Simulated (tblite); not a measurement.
# Geometry relaxation, with input and output: C$_{5}$H$_{7}$FOSi (part 2 of 2)

Continued. System: C$_{5}$H$_{7}$FOSi. Method: GFN2-xTB geometry optimisation, gas phase (tblite 0.8.0). It belongs to a series of runs on one base structure; here: H on C replaced by F.

Geometry of the input (Å):
```
C  1.7562  0.6509  -0.1891
C  1.3157  -0.7909  -0.1138
Si -0.4680  -0.9971  0.2957
C  -1.6779  -0.1752  -0.7878
O  -2.0623  -0.3868  -1.9594
C  -2.0770  0.8095  0.1928
C  -1.2685  0.3979  1.1411
F  -1.0869  0.8935  2.4269
H  1.1327  1.3148  0.4384
H  1.7767  0.9878  -1.2418
H  2.8271  0.6496  0.1306
H  1.6389  -1.3710  -0.9907
H  1.8736  -1.2654  0.7643
H  -0.8943  -2.3372  0.6944
H  -2.7904  1.6275  0.1538
```

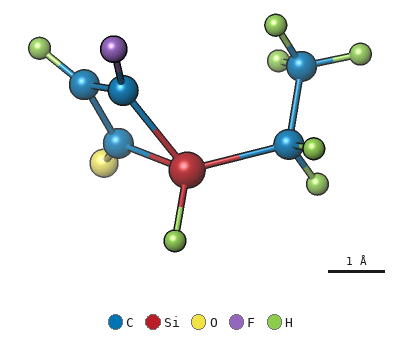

Fig. 1: The geometry at step 50 of the log (ball-and-stick view, seen on its broad side).

### Trajectory as extended XYZ, continued
```
15
Properties=species:S:1:pos:R:3:forces:R:3 step=36 energy=-672.47024
C     1.8293    0.6212   -0.2180   -0.0270  -0.0120  -0.0140
C     1.4091   -0.8303    0.0164   -0.0110  -0.0020   0.0310
Si   -0.4699   -1.0663    0.2197    0.0430  -0.0120   0.0060
C    -1.7561   -0.1160   -0.9121    0.0050  -0.0090   0.0190
O    -2.1960   -0.1973   -2.0295    0.0310   0.0090  -0.0210
C    -2.1015    0.8181    0.1746    0.0260   0.0210   0.0020
C    -1.3213    0.3648    1.1705    0.0120  -0.0010   0.0080
F    -1.2563    0.8653    2.4051   -0.0200   0.0140   0.0210
H     1.4966    1.2555    0.6006    0.0070  -0.0020  -0.0020
H     1.4023    1.0064   -1.1402   -0.0070   0.0040  -0.0260
H     2.9134    0.6932   -0.2844   -0.0180   0.0090  -0.0150
H     1.7836   -1.4529   -0.7986   -0.0310   0.0260   0.0250
H     1.8971   -1.1844    0.9265    0.0120  -0.0570  -0.0050
H    -0.8365   -2.4072    0.6751    0.0160   0.0080  -0.0200
H    -2.7982    1.6379    0.1497   -0.0370   0.0030  -0.0070
15
Properties=species:S:1:pos:R:3:forces:R:3 step=38 energy=-672.47113
C     1.8277    0.6204   -0.2186    0.0020   0.0260  -0.0090
C     1.4082   -0.8299    0.0229    0.0220   0.0170   0.0050
Si   -0.4691   -1.0670    0.2233   -0.0030   0.0100  -0.0030
C    -1.7550   -0.1173   -0.9106    0.0260   0.0120   0.0020
O    -2.1872   -0.1968   -2.0313    0.0210   0.0140   0.0010
C    -2.1025    0.8188    0.1753    0.0140  -0.0010  -0.0120
C    -1.3235    0.3631    1.1716   -0.0040   0.0320   0.0120
F    -1.2575    0.8647    2.4058   -0.0210   0.0130   0.0260
H     1.5084    1.2598    0.6016   -0.0140  -0.0140  -0.0010
H     1.3935    1.0054   -1.1381   -0.0130  -0.0070  -0.0100
H     2.9115    0.6915   -0.2968   -0.0210  -0.0030  -0.0160
H     1.7816   -1.4495   -0.7936   -0.0280  -0.0100  -0.0040
H     1.9025   -1.1855    0.9286   -0.0020  -0.0430   0.0130
H    -0.8421   -2.4088    0.6667    0.0190  -0.0120  -0.0030
H    -2.8009    1.6390    0.1487    0.0010  -0.0340  -0.0010
15
Properties=species:S:1:pos:R:3:forces:R:3 step=40 energy=-672.47194
C     1.8255    0.6207   -0.2194    0.0210   0.0120   0.0010
C     1.4087   -0.8298    0.0277    0.0200   0.0050  -0.0150
Si   -0.4683   -1.0662    0.2252   -0.0170   0.0270   0.0160
C    -1.7521   -0.1158   -0.9101    0.0380   0.0220  -0.0130
O    -2.1802   -0.1947   -2.0327    0.0190   0.0160   0.0220
C    -2.1008    0.8215    0.1747   -0.0100  -0.0190  -0.0010
C    -1.3238    0.3658    1.1729   -0.0050   0.0160   0.0120
F    -1.2617    0.8650    2.4089   -0.0220   0.0090  -0.0020
H     1.5128    1.2607    0.6030   -0.0210  -0.0100  -0.0180
H     1.3875    1.0037   -1.1389   -0.0250  -0.0190   0.0260
H     2.9082    0.6921   -0.3064   -0.0030  -0.0050  -0.0050
H     1.7789   -1.4488   -0.7900   -0.0200  -0.0220  -0.0280
H     1.9051   -1.1930    0.9302   -0.0100   0.0110   0.0040
H    -0.8392   -2.4103    0.6625    0.0110  -0.0120   0.0030
H    -2.8050    1.6371    0.1479    0.0230  -0.0330  -0.0020
15
Properties=species:S:1:pos:R:3:forces:R:3 step=42 energy=-672.47260
C     1.8248    0.6213   -0.2201    0.0040  -0.0320   0.0020
C     1.4103   -0.8296    0.0304   -0.0160  -0.0220  -0.0180
Si   -0.4679   -1.0636    0.2274    0.0190   0.0010   0.0290
C    -1.7468   -0.1125   -0.9104    0.0270   0.0090  -0.0050
O    -2.1741   -0.1913   -2.0332    0.0190   0.0140   0.0010
C    -2.0997    0.8221    0.1742   -0.0080  -0.0150   0.0170
C    -1.3244    0.3690    1.1746    0.0050  -0.0190   0.0090
F    -1.2674    0.8658    2.4117   -0.0240   0.0120  -0.0070
H     1.5151    1.2603    0.6040   -0.0090  -0.0010  -0.0210
H     1.3799    1.0010   -1.1377   -0.0240  -0.0130   0.0320
H     2.9061    0.6922   -0.3159    0.0190   0.0080   0.0060
H     1.7758   -1.4505   -0.7885   -0.0120  -0.0090  -0.0230
H     1.9057   -1.1979    0.9322   -0.0070   0.0450  -0.0150
H    -0.8348   -2.4118    0.6596    0.0070   0.0140   0.0010
H    -2.8070    1.6334    0.1470    0.0000   0.0060  -0.0060
15
Properties=species:S:1:pos:R:3:forces:R:3 step=44 energy=-672.47343
C     1.8249    0.6201   -0.2211   -0.0190  -0.0380  -0.0050
C     1.4118   -0.8301    0.0338   -0.0310  -0.0280  -0.0160
Si   -0.4660   -1.0605    0.2336    0.0300  -0.0280   0.0100
C    -1.7373   -0.1086   -0.9104   -0.0030  -0.0140   0.0160
O    -2.1619   -0.1856   -2.0340    0.0270   0.0110  -0.0270
C    -2.1001    0.8204    0.1751    0.0100   0.0050   0.0150
C    -1.3265    0.3705    1.1779    0.0010  -0.0280   0.0070
F    -1.2763    0.8679    2.4146   -0.0210   0.0110   0.0120
H     1.5214    1.2610    0.6033    0.0060  -0.0030   0.0020
H     1.3648    0.9962   -1.1321   -0.0030   0.0020   0.0020
H     2.9048    0.6913   -0.3306    0.0100   0.0150   0.0070
H     1.7697   -1.4522   -0.7878    0.0030  -0.0050  -0.0040
H     1.9079   -1.1987    0.9347    0.0090   0.0420  -0.0230
H    -0.8328   -2.4133    0.6531    0.0030   0.0270   0.0090
H    -2.8087    1.6294    0.1452   -0.0220   0.0310  -0.0040
15
Properties=species:S:1:pos:R:3:forces:R:3 step=46 energy=-672.47395
C     1.8241    0.6175   -0.2221   -0.0100   0.0090  -0.0100
C     1.4113   -0.8318    0.0352    0.0020   0.0000  -0.0130
Si   -0.4640   -1.0600    0.2387   -0.0100  -0.0080  -0.0130
C    -1.7316   -0.1072   -0.9094   -0.0160  -0.0130   0.0140
O    -2.1512   -0.1815   -2.0354    0.0360   0.0100  -0.0110
C    -2.1004    0.8196    0.1765    0.0060   0.0110  -0.0020
C    -1.3283    0.3700    1.1809   -0.0170  -0.0020   0.0090
F    -1.2828    0.8702    2.4168   -0.0140  -0.0020   0.0140
H     1.5257    1.2618    0.6019    0.0060  -0.0200   0.0150
H     1.3553    0.9929   -1.1286    0.0120   0.0070  -0.0210
H     2.9041    0.6915   -0.3382   -0.0230   0.0000   0.0010
H     1.7654   -1.4529   -0.7885    0.0120  -0.0170   0.0010
H     1.9111   -1.1969    0.9346    0.0190   0.0140  -0.0110
H    -0.8326   -2.4133    0.6493   -0.0040   0.0030   0.0240
H    -2.8104    1.6283    0.1438    0.0000   0.0060   0.0040
15
Properties=species:S:1:pos:R:3:forces:R:3 step=48 energy=-672.47444
C     1.8220    0.6154   -0.2234    0.0080   0.0420  -0.0130
C     1.4105   -0.8339    0.0337    0.0300   0.0250  -0.0070
Si   -0.4633   -1.0606    0.2416   -0.0370   0.0220  -0.0050
C    -1.7289   -0.1073   -0.9076   -0.0050   0.0080  -0.0090
O    -2.1408   -0.1777   -2.0370    0.0320   0.0090   0.0170
C    -2.0995    0.8205    0.1776   -0.0160  -0.0030  -0.0090
C    -1.3301    0.3698    1.1838   -0.0250   0.0140   0.0050
F    -1.2889    0.8724    2.4196   -0.0050  -0.0170  -0.0020
H     1.5255    1.2602    0.6013   -0.0060  -0.0310   0.0090
H     1.3523    0.9912   -1.1293    0.0100   0.0110  -0.0210
H     2.9021    0.6931   -0.3395   -0.0310  -0.0170  -0.0070
H     1.7630   -1.4551   -0.7906    0.0120  -0.0160   0.0000
H     1.9148   -1.1954    0.9315    0.0150  -0.0090   0.0010
H    -0.8311   -2.4128    0.6507   -0.0130  -0.0230   0.0340
H    -2.8121    1.6284    0.1432    0.0300  -0.0160   0.0070
15
Properties=species:S:1:pos:R:3:forces:R:3 step=50 energy=-672.47519
C     1.8185    0.6147   -0.2270    0.0100   0.0190  -0.0150
C     1.4111   -0.8357    0.0310    0.0120   0.0170   0.0090
Si   -0.4635   -1.0600    0.2463   -0.0110   0.0110   0.0300
C    -1.7233   -0.1058   -0.9049    0.0210   0.0270  -0.0290
O    -2.1208   -0.1698   -2.0398    0.0090   0.0070   0.0140
C    -2.0988    0.8214    0.1787   -0.0320  -0.0210   0.0000
C    -1.3349    0.3704    1.1891   -0.0100  -0.0030  -0.0070
F    -1.3009    0.8744    2.4248    0.0040  -0.0270  -0.0140
H     1.5260    1.2552    0.6028   -0.0180  -0.0210  -0.0170
H     1.3457    0.9893   -1.1318    0.0040   0.0240  -0.0030
H     2.8975    0.6942   -0.3463   -0.0050  -0.0150  -0.0150
H     1.7600   -1.4609   -0.7926    0.0060   0.0140   0.0080
H     1.9210   -1.1931    0.9274    0.0020  -0.0210   0.0020
H    -0.8289   -2.4133    0.6551   -0.0160  -0.0140   0.0340
H    -2.8131    1.6269    0.1425    0.0240   0.0020   0.0030
15
Properties=species:S:1:pos:R:3:forces:R:3 step=52 energy=-672.47578
C     1.8164    0.6152   -0.2310   -0.0060  -0.0260  -0.0060
C     1.4122   -0.8355    0.0309   -0.0230  -0.0120   0.0140
Si   -0.4636   -1.0589    0.2532    0.0240  -0.0230   0.0270
C    -1.7157   -0.1029   -0.9035    0.0270   0.0100  -0.0110
O    -2.1019   -0.1623   -2.0422   -0.0080   0.0090  -0.0210
C    -2.1005    0.8197    0.1798   -0.0100  -0.0130   0.0050
C    -1.3403    0.3700    1.1933    0.0050  -0.0220  -0.0100
F    -1.3112    0.8744    2.4285    0.0030  -0.0220   0.0020
H     1.5284    1.2509    0.6034   -0.0150   0.0090  -0.0230
H     1.3372    0.9893   -1.1327    0.0030   0.0270   0.0060
H     2.8937    0.6929   -0.3573    0.0220   0.0020  -0.0180
H     1.7568   -1.4641   -0.7926    0.0010   0.0300   0.0110
H     1.9269   -1.1917    0.9254   -0.0060  -0.0120  -0.0030
H    -0.8303   -2.4147    0.6583   -0.0080   0.0160   0.0290
H    -2.8124    1.6257    0.1418   -0.0100   0.0280  -0.0020
15
Properties=species:S:1:pos:R:3:forces:R:3 step=55 energy=-672.47655
C     1.8133    0.6137   -0.2366    0.0010  -0.0040   0.0110
C     1.4112   -0.8365    0.0312   -0.0030  -0.0060   0.0000
Si   -0.4626   -1.0603    0.2640   -0.0020  -0.0060  -0.0270
C    -1.7046   -0.0993   -0.9032   -0.0060  -0.0140   0.0060
O    -2.0785   -0.1526   -2.0464    0.0060   0.0110  -0.0100
C    -2.1038    0.8168    0.1815    0.0280   0.0140  -0.0070
C    -1.3467    0.3670    1.1973   -0.0010  -0.0080   0.0020
F    -1.3223    0.8709    2.4328   -0.0020  -0.0220   0.0120
H     1.5271    1.2468    0.5999    0.0030   0.0340  -0.0110
H     1.3305    0.9930   -1.1346   -0.0010  -0.0100   0.0090
H     2.8905    0.6918   -0.3684    0.0010   0.0030  -0.0080
H     1.7530   -1.4641   -0.7932   -0.0080   0.0030  -0.0120
H     1.9340   -1.1917    0.9213   -0.0100  -0.0020   0.0080
H    -0.8341   -2.4147    0.6687   -0.0030   0.0150   0.0290
H    -2.8116    1.6275    0.1411   -0.0010  -0.0080  -0.0030
15
Properties=species:S:1:pos:R:3:forces:R:3 step=57 energy=-672.47694
C     1.8123    0.6123   -0.2376    0.0110   0.0340   0.0040
C     1.4102   -0.8380    0.0303    0.0220   0.0190  -0.0060
Si   -0.4623   -1.0618    0.2648   -0.0260   0.0170  -0.0210
C    -1.7020   -0.0986   -0.9038   -0.0190   0.0060  -0.0100
O    -2.0724   -0.1483   -2.0486    0.0150   0.0050   0.0200
C    -2.1025    0.8176    0.1813    0.0170   0.0070  -0.0060
C    -1.3480    0.3651    1.1981    0.0000   0.0000   0.0050
F    -1.3257    0.8664    2.4351   -0.0030  -0.0230  -0.0050
H     1.5236    1.2475    0.5971    0.0170   0.0180  -0.0070
H     1.3310    0.9944   -1.1356   -0.0060  -0.0320   0.0060
H     2.8901    0.6925   -0.3700   -0.0250  -0.0070   0.0080
H     1.7525   -1.4637   -0.7950   -0.0100  -0.0080  -0.0160
H     1.9342   -1.1930    0.9197   -0.0090  -0.0030   0.0090
H    -0.8337   -2.4126    0.6787   -0.0070  -0.0010   0.0240
H    -2.8116    1.6284    0.1409    0.0240  -0.0310  -0.0040
15
Properties=species:S:1:pos:R:3:forces:R:3 step=59 energy=-672.47754
C     1.8107    0.6121   -0.2399    0.0010   0.0320  -0.0090
C     1.4103   -0.8388    0.0305    0.0100   0.0260  -0.0060
Si   -0.4625   -1.0630    0.2667   -0.0170   0.0130   0.0090
C    -1.6955   -0.0960   -0.9044   -0.0060   0.0260  -0.0250
O    -2.0552   -0.1377   -2.0531    0.0070  -0.0020   0.0280
C    -2.0994    0.8184    0.1808   -0.0070  -0.0110   0.0040
C    -1.3523    0.3610    1.2008    0.0140  -0.0010  -0.0010
F    -1.3358    0.8565    2.4403   -0.0060  -0.0180  -0.0130
H     1.5254    1.2507    0.5937    0.0340  -0.0040   0.0000
H     1.3230    0.9933   -1.1347   -0.0090  -0.0360  -0.0100
H     2.8875    0.6919   -0.3822   -0.0310  -0.0030   0.0260
H     1.7495   -1.4644   -0.7967   -0.0040  -0.0010   0.0010
H     1.9353   -1.1938    0.9197   -0.0090   0.0010  -0.0070
H    -0.8350   -2.4092    0.6946   -0.0050  -0.0040   0.0080
H    -2.8105    1.6272    0.1395    0.0270  -0.0190  -0.0060
15
Properties=species:S:1:pos:R:3:forces:R:3 step=61 energy=-672.47793
C     1.8092    0.6132   -0.2429   -0.0150  -0.0070  -0.0070
C     1.4109   -0.8375    0.0324   -0.0190   0.0020   0.0010
Si   -0.4627   -1.0632    0.2706    0.0090  -0.0070   0.0120
C    -1.6886   -0.0926   -0.9047    0.0190   0.0090  -0.0040
O    -2.0377   -0.1288   -2.0564   -0.0120   0.0000  -0.0030
C    -2.0982    0.8172    0.1812   -0.0070  -0.0110   0.0040
C    -1.3564    0.3574    1.2037    0.0150   0.0000  -0.0040
F    -1.3457    0.8493    2.4441   -0.0060  -0.0080   0.0030
H     1.5344    1.2534    0.5926    0.0250  -0.0030   0.0030
H     1.3104    0.9899   -1.1329   -0.0020  -0.0140  -0.0170
H     2.8837    0.6899   -0.3969   -0.0080   0.0090   0.0170
H     1.7458   -1.4650   -0.7958    0.0010   0.0110   0.0150
H     1.9377   -1.1924    0.9206   -0.0060   0.0070  -0.0150
H    -0.8386   -2.4078    0.7022    0.0030   0.0030  -0.0010
H    -2.8086    1.6251    0.1377    0.0030   0.0100  -0.0030
15
Properties=species:S:1:pos:R:3:forces:R:3 step=63 energy=-672.47809
C     1.8078    0.6134   -0.2446   -0.0080  -0.0130   0.0000
C     1.4101   -0.8367    0.0332   -0.0120  -0.0060   0.0030
Si   -0.4625   -1.0635    0.2728    0.0050  -0.0060  -0.0010
C    -1.6848   -0.0907   -0.9051    0.0160  -0.0060   0.0110
O    -2.0313   -0.1253   -2.0576   -0.0120   0.0020  -0.0130
C    -2.0982    0.8161    0.1815    0.0040   0.0000  -0.0010
C    -1.3572    0.3561    1.2046    0.0010   0.0040  -0.0010
F    -1.3500    0.8458    2.4457   -0.0040  -0.0050   0.0090
H     1.5400    1.2540    0.5925    0.0020   0.0030   0.0010
H     1.3050    0.9878   -1.1333    0.0020   0.0000  -0.0090
H     2.8816    0.6897   -0.4017    0.0030   0.0050   0.0000
H     1.7445   -1.4647   -0.7945    0.0010   0.0050   0.0050
H     1.9383   -1.1912    0.9203   -0.0010   0.0070  -0.0020
H    -0.8400   -2.4074    0.7049    0.0040   0.0000  -0.0020
H    -2.8076    1.6247    0.1368   -0.0010   0.0100   0.0000
15
Properties=species:S:1:pos:R:3:forces:R:3 step=65 energy=-672.47813
C     1.8073    0.6131   -0.2446    0.0000   0.0000   0.0000
C     1.4093   -0.8369    0.0327    0.0020   0.0000   0.0010
Si   -0.4626   -1.0639    0.2721   -0.0020   0.0000   0.0000
C    -1.6847   -0.0906   -0.9056    0.0010  -0.0010   0.0030
O    -2.0332   -0.1254   -2.0576   -0.0030  -0.0010   0.0000
C    -2.0977    0.8164    0.1813    0.0050   0.0040  -0.0010
C    -1.3564    0.3563    1.2041   -0.0030   0.0000   0.0010
F    -1.3499    0.8444    2.4460   -0.0040  -0.0040   0.0030
H     1.5393    1.2540    0.5923   -0.0050   0.0010  -0.0020
H     1.3064    0.9877   -1.1344    0.0010  -0.0010  -0.0030
H     2.8816    0.6902   -0.3997    0.0010  -0.0020  -0.0020
H     1.7452   -1.4644   -0.7945    0.0000   0.0000  -0.0010
H     1.9372   -1.1911    0.9199    0.0020   0.0040   0.0050
H    -0.8389   -2.4070    0.7067    0.0010  -0.0050  -0.0040
H    -2.8072    1.6253    0.1368    0.0050   0.0030   0.0000
```

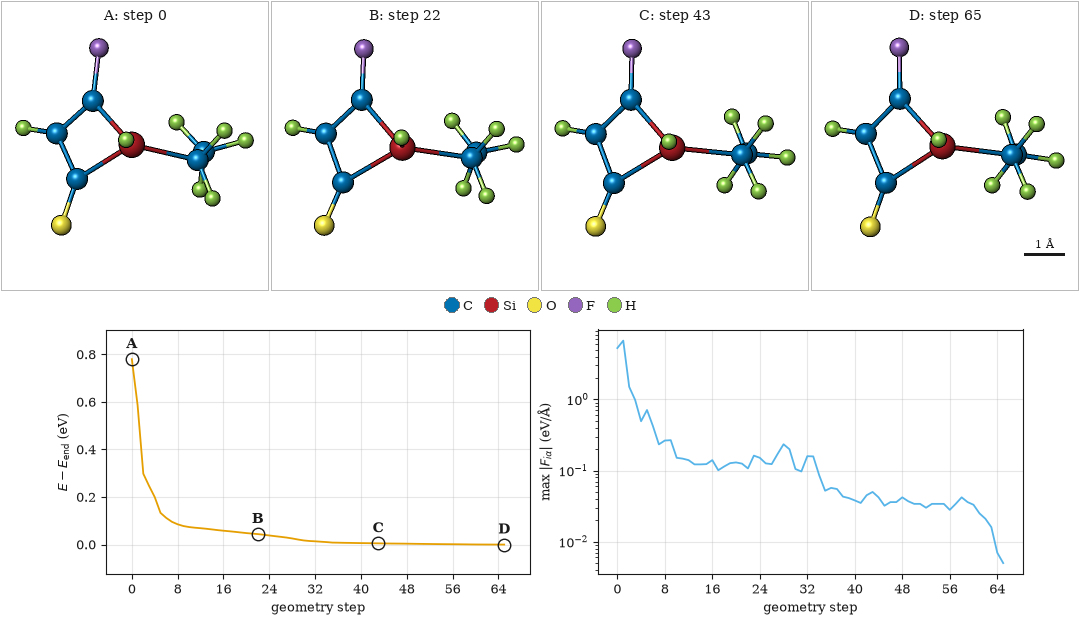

Fig. 2: Frames of the relaxation (ball-and-stick view, seen at a tilt) above the curves, on which the letters mark them (steps are counted from 0).

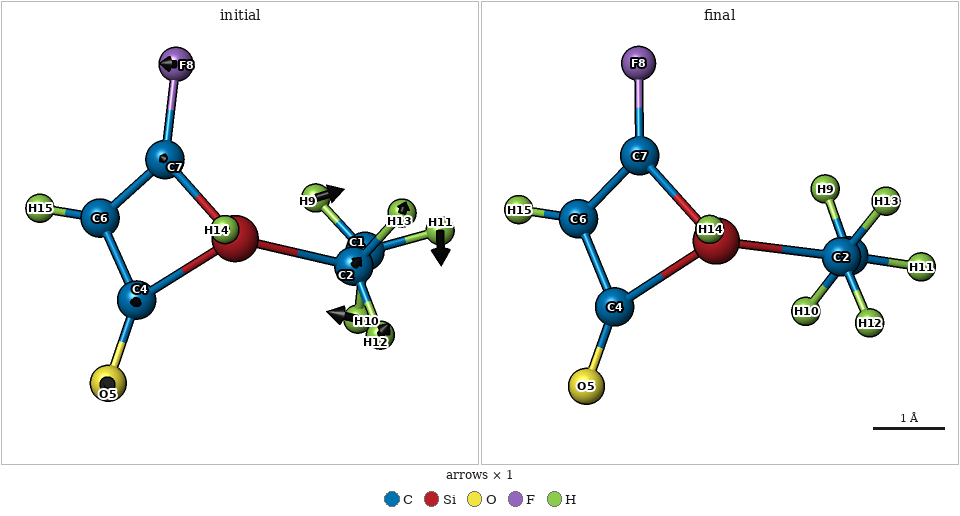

Fig. 3: Before (left) and after (right) the relaxation, at one scale (ball-and-stick view, seen at a tilt). The black arrows give the displacements, at true length. H11 moves most after the best rigid fit: 0.54 Å. By element the largest moves are H 0.54 Å, O 0.28 Å, F 0.27 Å, C 0.18 Å, Si 0.07 Å. Distances before and after: Si3–C4 1.820 → 1.956 Å, Si3–C7 1.817 → 1.919 Å, C2–Si3 1.842 → 1.901 Å, C7–F8 1.390 → 1.334 Å. Among the angles that change: C4–Si3–H14 112.5° → 118.4°, Si3–C7–F8 130.3° → 136.1°, C4–C6–C7 96.1° → 101.3°. The energy falls by 0.780 eV in 65 geometry steps. The largest force component goes from 5.3 to 0.005 eV/Å. (Atoms are counted from 1 in the order of the input.)

### Results in brief

- outcome: converged
- total energy: −672.4781 eV
- peak memory: 0.18 GiB
